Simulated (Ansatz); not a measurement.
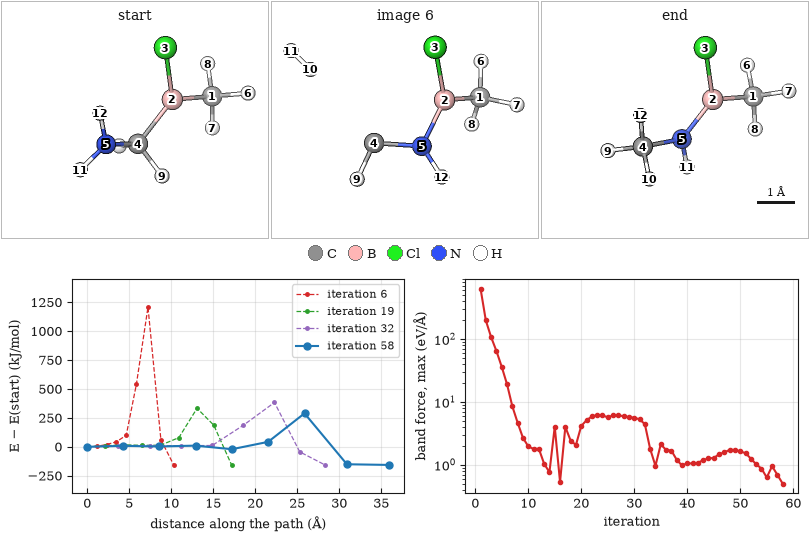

A nudged-elastic-band calculation for C2H7BClN. Images are numbered from 0 (start) to 8 (end). The plot follows the band through its iterations. The picture is a ball-and-stick view, seen from a free direction.

Theory: Ansatz 0.2.0, RKS PBE0/6-31G. Run with 7 movable images; climbing image; force threshold 0.05 eV/Å; iteration limit 58; starting path through a guess of the saddle point.

**How did the profile develop, and is the result final?**

The result isn't final. The band hadn't converged when the run stopped after 58 iterations. The largest component of the band force went from 640 to 0.5 eV/Å. The barrier read from it is provisional, though the highest image hardly moved in the last two iterations. The first iteration put the highest image at 24159.2 kJ/mol. Relative to the start the highest point is image 6 at +289.4 kJ/mol and the end lies at −156.6 kJ/mol, but the profile dips to −20.8 kJ/mol at image 4 on the way, so there may be more than one step; on an unconverged band the side maxima are provisional.

Cost: 22 min on 1 thread of Intel(R) Xeon(R) Platinum 8488C (Sapphire Rapids), with other jobs on the host, peak memory 0.17 GiB.
